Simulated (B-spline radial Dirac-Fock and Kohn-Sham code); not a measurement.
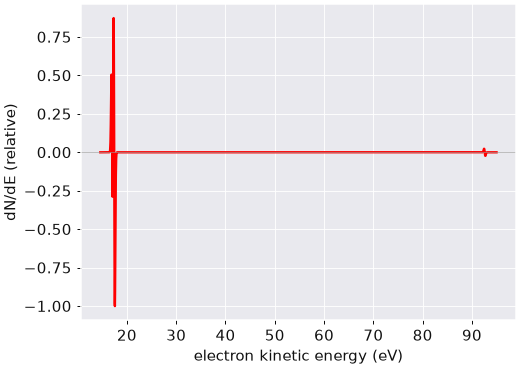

Auger and Coster–Kronig groups that fill an L1 (2s) hole, broadened by 0.30 eV full width and differentiated. Kinetic energies count from the vacuum level; very weak lines are left out. It refers to Al⁺ ([Ne] 3s2). Computed with a B-spline radial atomic code: independent-particle Coulomb rates on relativistic LDA orbitals, configuration-average energies from Dirac–Fock. Widths ruled by Coster–Kronig decay come out up to twice the measured ones in this model.

> Which group is strongest?

L1-L3M1 at 17.42 eV, 65 % of the non-radiative width.
